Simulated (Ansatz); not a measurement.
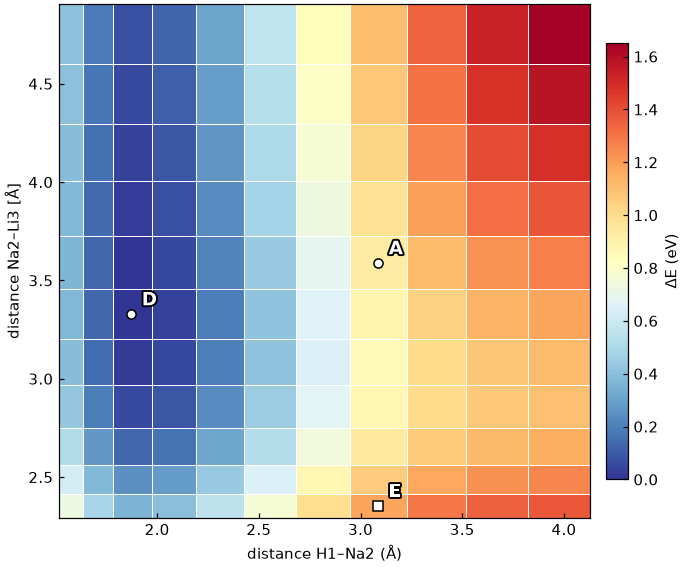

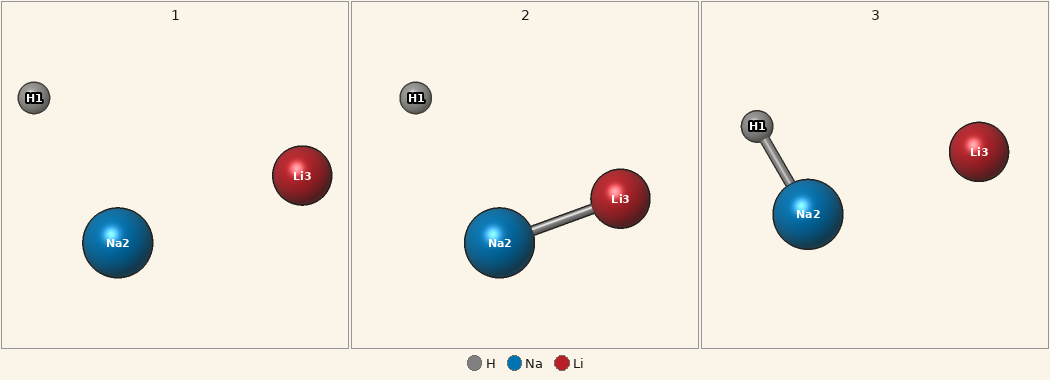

The system H + NaLi, spin multiplicity 2. 
- First axis: distance H1–Na2. Second axis: distance Na2–Li3.
- Nothing is relaxed (the angle H1–Na2–Li3 is fixed at 100 degrees).
- The grid has 11 × 11 points.
- Points are written as (first, second).
- Energies: eV, counted from the lowest grid point.
- In part of the range the unrestricted reference is strongly spin-contaminated.
- The calculation used Ansatz 0.2.0, UHF-CCSD(T), frozen core/def2-TZVPD.

The picture shows one coloured cell a grid point, lettered points. The numbered pictures are the structures at these points, in random order.

Which structure belongs to which point?

Answer. A is structure 1: (3.086 Å, 3.587 Å), 0.93 eV; D is structure 3: (1.872 Å, 3.327 Å), 0.00 eV; E is structure 2: (3.086 Å, 2.352 Å), 1.18 eV.
